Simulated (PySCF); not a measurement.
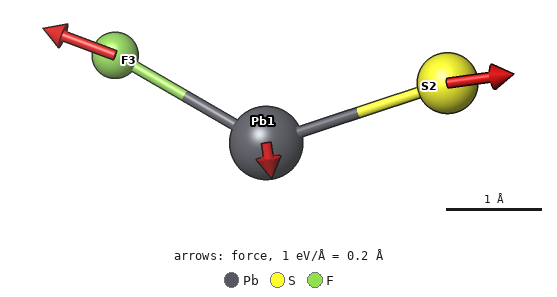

Starting geometry of PbSF (charge +1) with the computed forces as red arrows. A ball-and-stick model, seen at a tilt.

Theory: RKS PBE0, Pb def2-SVP with ECP60, S def2-SVP, F def2-SVP; non-relativistic Hamiltonian with scalar-relativistic core potentials; density fitting in PySCF 2.14.0. Settings: symmetry kept (Cs).

Question: What follows when this structure is relaxed?

Answer: It isn't relaxed: the largest force vector, on F3, is 4.20 eV/Å. The final displacements have little in common with the starting forces (cosine between the two patterns 0.14). The atom that moves furthest after the best rigid fit is Pb1 (0.54 Å). By element the largest moves are Pb 0.54 Å, F 0.41 Å, S 0.38 Å. Some distances before and after: Pb1–S2 2.141 → 2.262 Å, Pb1–F3 1.858 → 1.967 Å. Among the angles between lasting bonds that change: S2–Pb1–F3 131.8° → 180.0°. The energy falls by 0.909 eV in 9 geometry steps. The largest force component goes from 4.1 to 0.00039 eV/Å.
